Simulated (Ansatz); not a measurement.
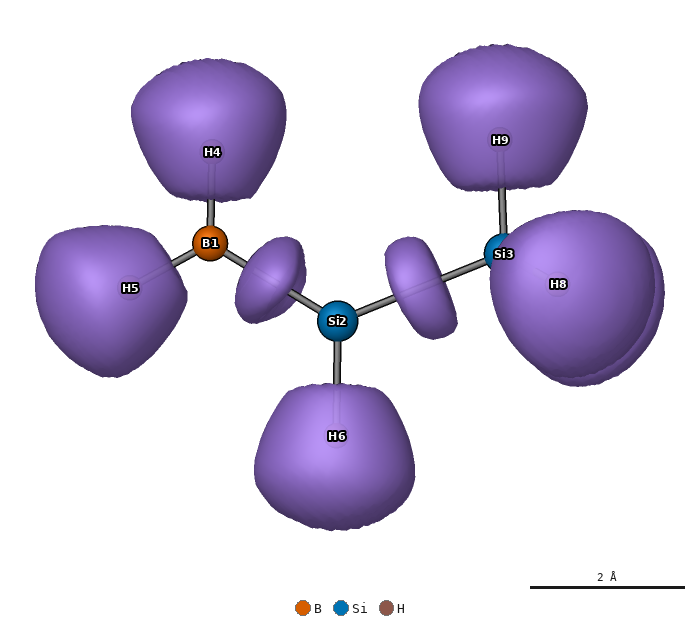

*BH$_{6}$Si$_{2}$ (doublet). Isosurface of the electron localisation function at 0.85 (purple), seen at a tilt. Core shells and regions of very low density are left out.*

Method: UKS B3LYP/6-31G* in Ansatz 0.2.0.

```csv
atom,x (Å),y (Å),z (Å)
B,-0.9914,1.0503,-1.5762
Si,-0.0057,0.8336,0.0922
Si,0.7109,-1.1832,1.0403
H,-1.2871,0.0942,-2.2280
H,-1.3004,2.1429,-1.9464
H,0.3693,2.0194,0.9158
H,0.1032,-1.3831,2.3864
H,2.1919,-1.1960,1.2027
H,0.3146,-2.3164,0.1622
```

> Describe the localisation domains.

At this value the surface marks out one region between bonded B–Si atoms (shared pairs), one region between bonded Si–Si atoms (shared pairs) and six regions around hydrogen nuclei. Profiles from the grid: Si–B (1.95 Å): the ELF peaks at about 0.95 between the atoms; a covalent bond. Si–Si (2.34 Å): the ELF peaks at about 1 between the atoms, as expected for a covalent bond.
